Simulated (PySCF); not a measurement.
System: C3H8N2OSi (SMILES [H]/N=C/[SiH2]NC(C)=O).

Input

```
{"job": {"kind": "uv", "xc": "CAM-B3LYP", "basis": "def2-SVPD", "nstates": 8, "ntriplets": 3}, "charge": 0, "multiplicity": 1}
C     -2.486484    -0.230382     1.177272
C     -1.562764     0.032479     0.014908
O     -1.935971     0.286719    -1.112554
N     -0.237139    -0.023415     0.269929
Si     0.818585     0.281051    -1.081143
C      2.527437     0.095130    -0.269737
N      2.611101    -0.190291     0.952899
H     -2.311718    -1.230762     1.568405
H     -2.293861     0.489614     1.970090
H     -3.519205    -0.143757     0.852757
H      0.105852    -0.237421     1.194144
H      0.657613    -0.738755    -2.114945
H      0.657784     1.645330    -1.579199
H      3.408451     0.247653    -0.909634
H      3.555903    -0.275204     1.332655
```

Launched as:

```sh
OMP_NUM_THREADS=1 python probes_run.py task.json out
```

Geometry: GFN2-xTB.

These are results of CAM-B3LYP/def2-SVPD, SCF density, gas phase (PySCF), not measurements.

> Predict the electron density and electron localisation function between the atoms.

C–O (1.21 Å): ρ at the midpoint is about 3.3 e/Å³; the ELF peaks at about 0.90 between the atoms; a multiple bond.
C–N (1.26 Å): the density is about 2.9 e/Å³ at the midpoint; the ELF peaks at about 0.90 between the atoms: a short, multiple covalent bond.
C–C (1.51 Å): ρ is about 1.8 e/Å³ halfway; the ELF peaks at about 0.95 between the atoms; localised, covalent bonding.
Si–N (1.74 Å): ρ is about 1.1 e/Å³ halfway; the ELF peaks at about 0.95 between the atoms; a polar covalent bond.

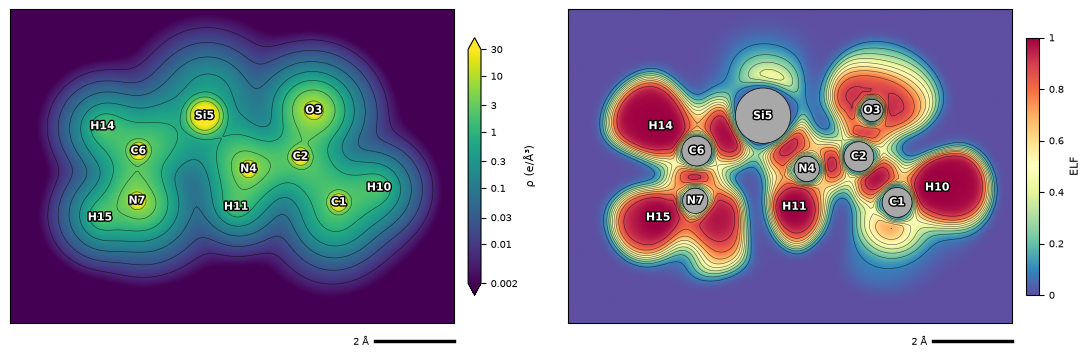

Computed electron density and electron localisation function on the plane of atoms O3, C2 and N4, in this order. Grey discs cover the atomic cores in the ELF map. 
